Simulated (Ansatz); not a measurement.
Phonon calculation of GaNH3ClO

System: GaNH3ClO.
Method: RHF/def2-SVP (Ansatz 0.2.0).

It belongs to a series of runs on one base structure; here: vibrations at the highest image of the band. Figures and captions count atoms from 1; the log counts them from 0 in places.

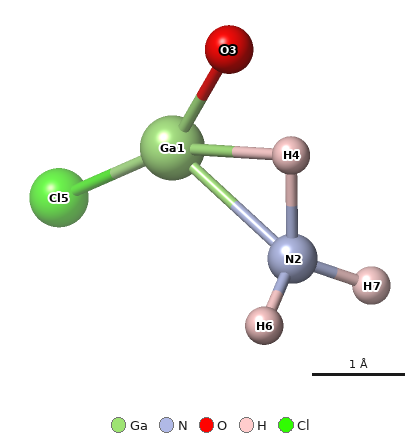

**Figure 1.** The structure as given in the input (ball-and-stick view, seen at an oblique angle; atoms are numbered from 1 in the order of the input). Sticks mark near contacts. Bond lengths as drawn: Cl–Ga 2.12 Å, Ga–H 1.91 Å, Ga–N 2.01 Å, Ga–O 1.70 Å and H–N 1.01 to 1.22 Å.

**Input**
```yaml
crystal:
  periodic: [false, false, false]
  atoms:
    - { symbol: Ga, position_ang: [-0.589688, 0.407694, 0.83759] }
    - { symbol: "N", position_ang: [0.415211, -0.241033, -0.778991] }
    - { symbol: O, position_ang: [0.397253, -0.777916, 1.557619] }
    - { symbol: H, position_ang: [0.747826, -0.818027, 0.244996] }
    - { symbol: Cl, position_ang: [-2.065135, 1.932782, 0.846339] }
    - { symbol: H, position_ang: [-0.028041, -0.817014, -1.475757] }
    - { symbol: H, position_ang: [1.122773, 0.313516, -1.231895] }
basis:
  gaussian: { orbitals: def2-SVP }
hamiltonian:
  xc: hf
phonons: {}
```

Launch command:
```bash
ansatz run input.yaml --threads 2 --pin off --max-ram 3072MiB --backend cpu --events-out ev --progress --plain --runs-dir out
```

**Log**
```
Engine: ansatz 0.2.0, x86_64-unknown-linux-gnu
Functional definition: HF
  exchange = exact_x
  correlation = 0
966 factors; integrals over basis functions are off by at most 3.4e-4 eV
mean field evaluation 1: about -68385.6722 eV, gradient 4.9e1 eV
mean field evaluation 2: about -68385.7139 eV, gradient 4.9e1 eV
mean field evaluation 4: about -68390.8281 eV, gradient 5.3e0 eV
mean field evaluation 8: about -68390.9070 eV, gradient 3.9e-1 eV
mean field -68390.90772992 eV, -2513.3195020521 hartree, gradient 2.6e-5 eV, S^2 0.000000; 0 other end points of the search recorded, 0 dependent functions left out
the calculation of the forces begins
reference -68390.90772992 eV, -2513.3195020521 hartree; 33, 33 occupied and 60, 60 virtual orbitals, 966 factors
these checks for a lower state are left out or cut short: stability, starts, cluster_reference, orbital_swaps, neighbouring_geometries, increment
966 factors; integrals over basis functions are off by at most 3.4e-4 eV
mean field evaluation 16: about -68390.9077 eV, gradient 7.3e-5 eV
mean field -68390.90768823 eV, -2513.3195005203 hartree, gradient 4.7e-6 eV, S^2 0.000000; 0 other end points of the search recorded, 0 dependent functions left out
[... from here on the field's lines of each further geometry are left out, up to the last ...]
the calculation of the forces begins
reference -68390.90768966 eV, -2513.3195005727 hartree; 33, 33 occupied and 60, 60 virtual orbitals, 966 factors
these checks for a lower state are left out or cut short: stability, starts, cluster_reference, orbital_swaps, neighbouring_geometries, increment
966 factors; integrals over basis functions are off by at most 3.4e-4 eV
mean field -68390.90768447 eV, -2513.3195003822 hartree, gradient 2.1e-6 eV, S^2 0.000000; 0 other end points of the search recorded, 0 dependent functions left out
the calculation of the forces begins
reference -68390.90768447 eV, -2513.3195003822 hartree; 33, 33 occupied and 60, 60 virtual orbitals, 966 factors
WARN: phonons: modes at or below zero, which the zero-point energy, F, S and C_V leave out: 1, the lowest at -1807.27 cm⁻¹. A minimum has none, and a first-order saddle one
Total energy: -68390.90772992 eV, -2513.3195020521 hartree
Atom 0 at    -0.589688     0.407694     0.837590 Å, force     0.018850    -0.007064     0.006566 eV/Å
Atom 1 at     0.415211    -0.241033    -0.778991 Å, force    -0.025860    -0.008615    -0.004011 eV/Å
Atom 2 at     0.397253    -0.777916     1.557619 Å, force    -0.007059     0.013544    -0.007389 eV/Å
Atom 3 at     0.747826    -0.818027     0.244996 Å, force     0.003514    -0.004078     0.015707 eV/Å
Atom 4 at    -2.065135     1.932782     0.846339 Å, force    -0.004168    -0.000743     0.001241 eV/Å
Atom 5 at    -0.028041    -0.817014    -1.475757 Å, force     0.007820     0.006961    -0.013137 eV/Å
Atom 6 at     1.122773     0.313516    -1.231895 Å, force     0.006903    -0.000004     0.001024 eV/Å
Dipole moment:    -0.081501     0.286822    -0.880312 e Å
Vibrations: -1807.27 145.43 154.32 392.69 422.56 466.10 696.56 721.44 878.54 929.64 1648.42 1653.74 2063.25 3732.27 3821.70 cm⁻¹, zero-point energy 1.098912 eV
```

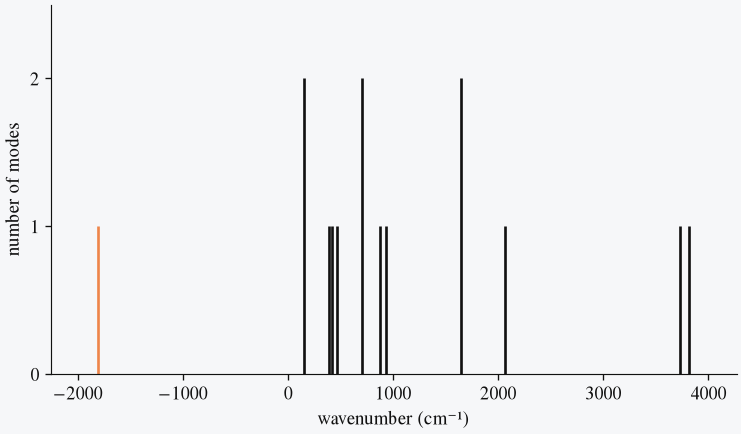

**Figure 2.** Harmonic vibrational wavenumbers from the force constants; neighbouring modes closer than 26 cm⁻¹ are counted in one stick, and imaginary ones are drawn at negative wavenumbers. 15 modes from 1807i to 3822 cm⁻¹, 1 imaginary beyond 8i (1807i cm⁻¹): a first-order saddle point, if the geometry is stationary.

**Summary**

- outcome: converged
- total energy: −68390.9077 eV
- mean-field energy: −68390.9077 eV
- largest force (length of the vector): 0.028 eV/Å
- hardware: 2 threads of Intel Xeon (Granite Rapids), 64 GiB of memory available, shared host
- wall time: 34 s (CPU time 62 s)
- peak memory: 0.21 GiB
